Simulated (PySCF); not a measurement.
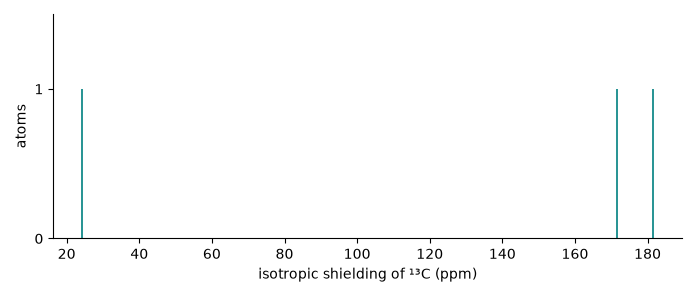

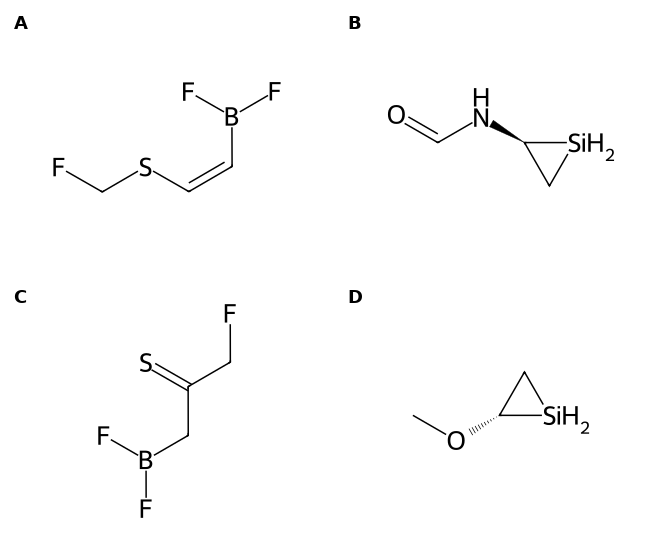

The sticks are computed shieldings of one of the molecules, for one fixed geometry (GFN2-xTB) without averaging over rotations. Low shielding means a high chemical shift. Method: GIAO PBE0/pcSseg-1 NMR shielding, non-relativistic, gas phase (PySCF 2.14.0).

Match the spectrum to a structure.

Answer. B, `O=CN[C@@H]1C[SiH2]1`. Its 3 C atoms give lines at 24.2, 171.5, 181.6 ppm.

The geometry is semi-empirical. Around B, Si such bond lengths and angles can be off by a tenth of an ångström or more and by several degrees, and values that hang on the shape move with them.
